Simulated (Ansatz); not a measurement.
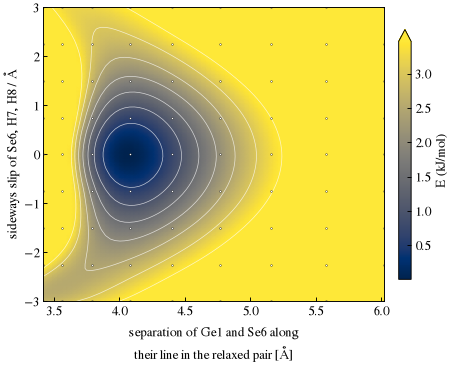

The pair GeH₄···H₂Se. The first coordinate is: separation of Ge1 and Se6 along their line in the relaxed pair; the second: sideways slip of Se6, H7, H8. Nothing is relaxed (both partners rigid). The scan uses a 9 × 9 grid. Points are written as (first, second). Energies are in kJ/mol, from the lowest grid point. Method: Ansatz 0.2.0, RKS B3LYP-D4/def2-TZVPD.

The picture shows a smooth colour map with a few white contour lines, dots at the grid points, one colour for all values above the top of the scale. Between grid points the surface is interpolated.

Q: Where is the minimum, and how stiff is the well along each coordinate?

A: The interpolated minimum is at the first coordinate ≈ 4.078 Å, sideways slip of Se6, H7, H8 ≈ 0.00 Å. The curvatures there are about 0.21 eV/Å² and 0.029 eV/Å², with a cross term of about 0 eV/Å². Round the minimum the two coordinates are nearly uncoupled. (1 eV is 96.5 kJ/mol.)
